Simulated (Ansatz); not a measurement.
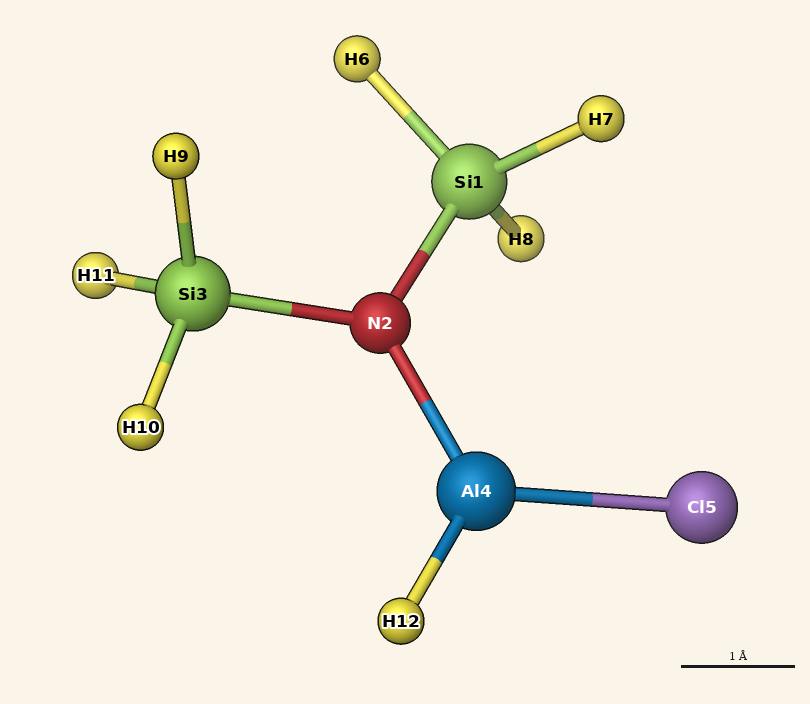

The picture comes from a calculation with Ansatz.

Numbered structure. The species has charge +1 and is a spin doublet. Geometry: the geometry of the neutral molecule.

Which atoms are bonded, and how long are the bonds?

```csv
bond,length (Å)
Si1–N2,1.744
Si1–H6,1.489
Si1–H7,1.485
Si1–H8,1.485
N2–Si3,1.737
N2–Al4,1.780
Si3–H9,1.487
Si3–H10,1.488
Si3–H11,1.487
Al4–Cl5,2.095
Al4–H12,1.567
```
